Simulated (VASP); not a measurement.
Band structure of Na$_{4}$Br$_{3}$Cl (ordered alloy cell). Calculation: PBE GGA, VASP's PBE PAW potentials (set 64) (plane waves; VASP 6.6.1).

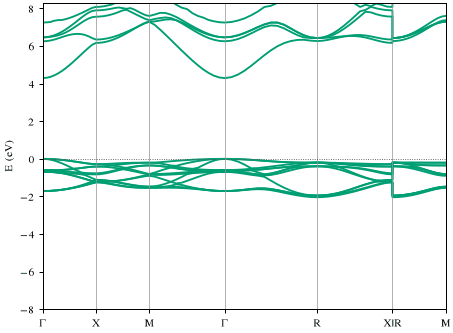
*Bands along high-symmetry lines, zero at the valence-band maximum or, without a gap, the Fermi level*

Question: Read the plot: is there a gap, and where are the band edges?

Answer: The gap is direct, 4.30 eV, from the valence maximum at Γ to the conduction minimum at Γ. (Edges off the drawn lines would not show.)

The structure was generated: Na4Br3Cl was put into an ordered model structure (Pm-3m), which need not be its known phase. It was relaxed first.
